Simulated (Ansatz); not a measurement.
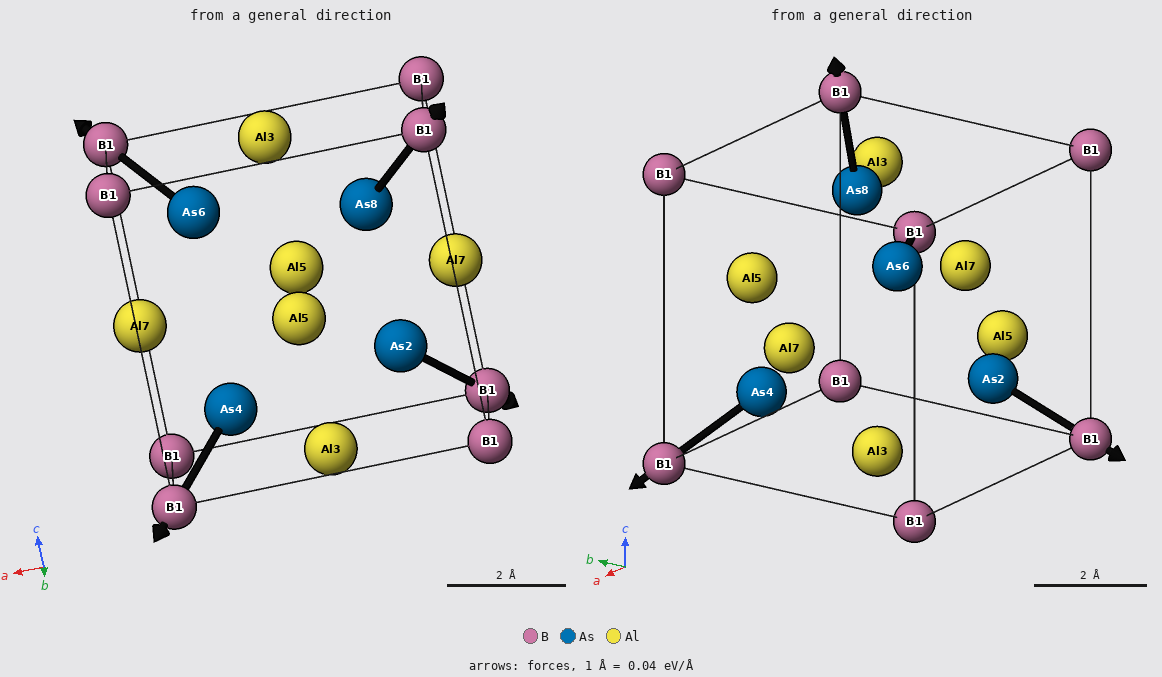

An orthographic spheres-only view of the structure, from two general directions. The simulation cell is outlined; an atom on or near a face, edge or corner is repeated at each equivalent position. The arrows are the computed forces on the atoms.

System: Al$_{3}$BAs$_{4}$. The calculation used Ansatz, DFT, PBE0, plane waves, PAW, with a 420 eV plane-wave basis, a 4×4×4 k-point grid, no spin polarisation.

> Is the structure at a minimum of the energy?

No. The atoms still feel forces of up to about 0.1 eV/Å, above a usual threshold of 0.01 to 0.03 eV/Å.

> Identify the atom with the maximum force.

All As atoms, about 0.1 eV/Å.

The structure comes from a structure type filled with these elements by a generator (whether the compound takes this form wasn't checked). Earlier steps of the study, as a rule a relaxation of our own, may have changed the cell and positions, so they can lie some per cent off the listed ones. A calculation with Ansatz used it as input.
